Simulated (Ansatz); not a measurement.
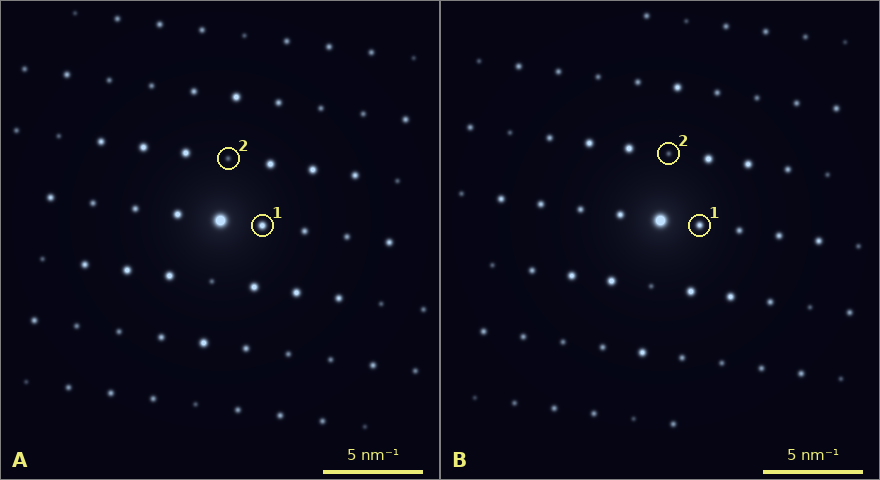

Kinematic electron diffraction patterns (120 kV, B = 0.5 Å², same scale) along [110] of the run's own cell, for the start and the end of one relaxation of SiAs2Pt2 with DFT, PAW plane waves, r2scan (Ansatz 0.2.0). k mesh 7×7×7. The start is a generated model structure, and the relaxation ends in the nearest stationary point of its symmetry, not necessarily the ground state. Spot 1 is 0 0 -1 and spot 2 is -1 1 0 in both.

Start structure:

```yaml
crystal:
  lattice:
    - [0.00000, 4.18204, 0.00000]
    - [4.18204, 0.00000, 0.00000]
    - [2.09102, 2.09102, -4.93722]
  atoms:
    - { symbol: Si, position: [0.00000, 0.00000, 0.00000] }
    - { symbol: Pt, position: [0.75000, 0.25000, 0.50000] }
    - { symbol: Pt, position: [0.25000, 0.75000, 0.50000] }
    - { symbol: As, position: [0.38420, 0.38420, 0.23160] }
    - { symbol: As, position: [0.61580, 0.61580, 0.76840] }
```

Which pattern belongs to the start structure, and which to the relaxed one?

B is the start: its cell gives d(1) = 4.937 Å, d(2) = 2.957 Å and an angle of 90.0°. A is the relaxed structure, with d(1) = 4.630 Å (-6.2 %), d(2) = 3.189 Å (+7.9 %) and 90.0°.

Name reflections whose intensity changes strongly on relaxation.

0 0 3 goes from 34 to 16 % of the strongest spot; 1 -1 3 goes from 22 to 45 % of the strongest spot; 2 -2 1 goes from 15 to 26 % of the strongest spot.

What did the relaxation do to the structure and the energy?

The volume changed by +9.1 % to 18.84 Å³ an atom; with the mean shift removed, the atoms moved by up to 0.17 Å relative to the cell (As most); the space group stayed I4/mmm (No. 139); the free energy fell by 84 meV an atom. Relaxed cell: a = 4.511 Å, b = 4.511 Å, c = 5.622 Å, α = 66.35°, β = 66.35°, γ = 90.00°.
